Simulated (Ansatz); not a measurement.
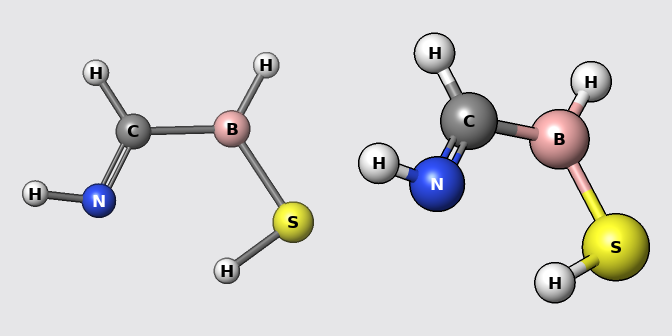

Two views of one molecule.

The computed structure is the end point of a PBE0-D4/def2-TZVP optimisation. No frequency run is at hand to confirm it as a minimum.

> Give the formula.

CH4BNS, 8 atoms: 1 carbon, 4 hydrogen, 1 boron, 1 nitrogen and 1 sulfur.

> How many bonds of each kind are drawn?

1 C–N, 1 C–B, 1 B–S, 1 N–H, 1 C–H, 1 B–H, 1 S–H.

> Name some functional groups or characteristic bonds that it holds.

Among them: imine, B–H bond.

More results for the same structure follow; atom numbers are the same in all pictures, views and colours differ.

Symmetry

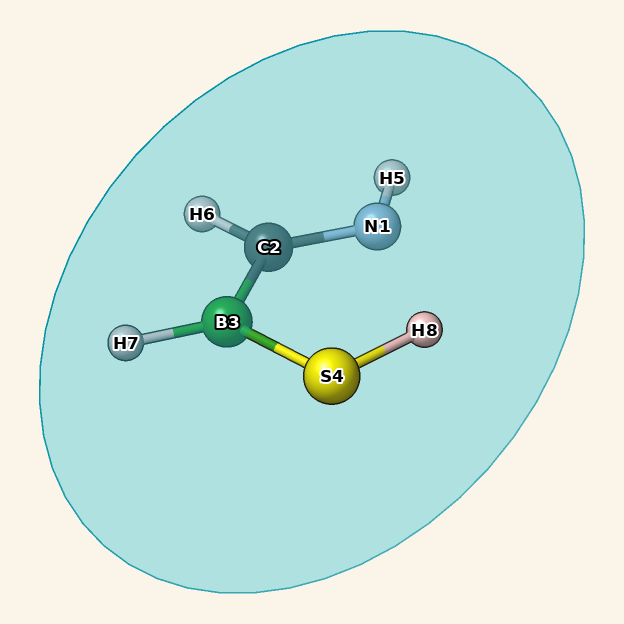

A disc through the centre of mass is drawn in. Atoms fade into the background with distance from the viewer. No frequency run is at hand to confirm it as a minimum.

> Is the plane of the disc a mirror plane of the structure?

No. The point group is Cs, with 1 mirror plane, and this plane isn't one of its mirror planes.

Dipole moment

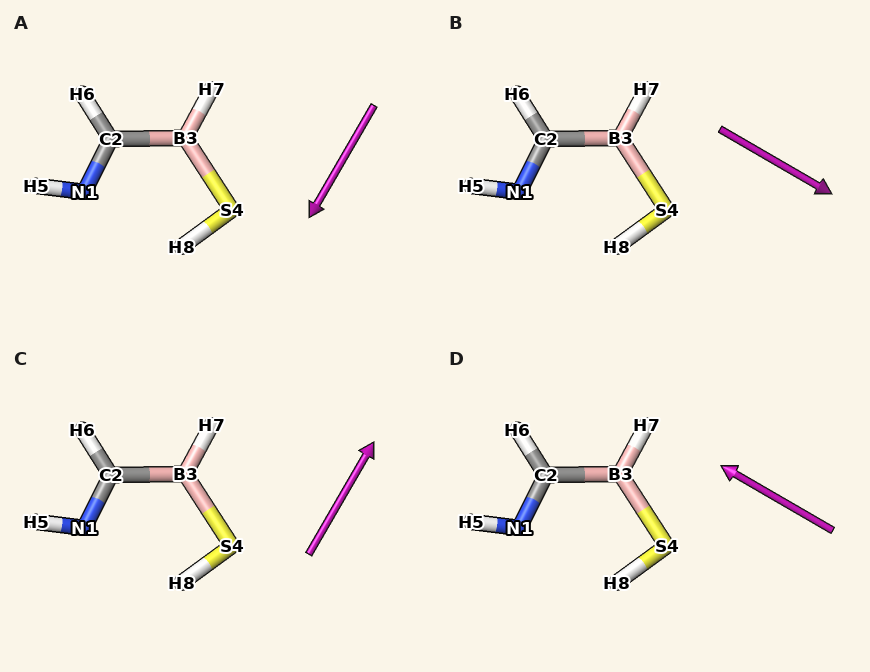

The same molecule four times, each with an arrow. No frequency run is at hand to confirm it as a minimum. Level of theory: RKS PBE0-D4/def2-TZVP (Ansatz 0.2.0).

> Which arrow points along the dipole moment, from the negative to the positive end?

D. The dipole moment is 2.01 D; it points from the side of S4 to the side of H5, H6 (the outermost atoms at the two ends).

Charges

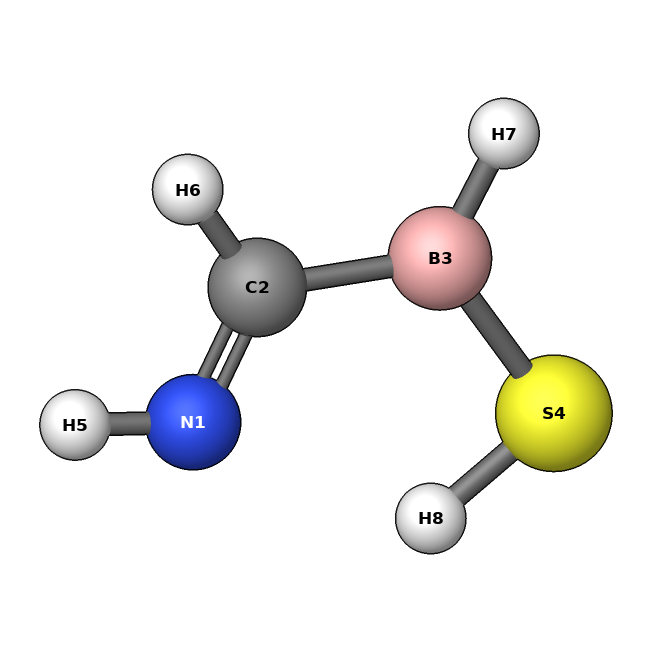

The questions are on Mulliken charges. No frequency run is at hand to confirm it as a minimum. Level of theory: RKS PBE0-D4/def2-TZVP (Ansatz 0.2.0).

Give the Mulliken charges atom by atom.

```json
{"atom": "N1", "value (e)": "−0.32"}
{"atom": "C2", "value (e)": "−0.10"}
{"atom": "B3", "value (e)": "0.06"}
{"atom": "S4", "value (e)": "−0.17"}
{"atom": "H5", "value (e)": "0.21"}
{"atom": "H6", "value (e)": "0.10"}
{"atom": "H7", "value (e)": "0.03"}
{"atom": "H8", "value (e)": "0.19"}
```

Electronic properties

No frequency run is at hand to confirm it as a minimum. Method: RKS B3LYP-D4/def2-TZVPP (Ansatz 0.2.0).

> Estimate the dispersion correction.

−24.4 kJ/mol.

Mulliken values depend strongly on the basis set and can even reverse the polarity of a bond.
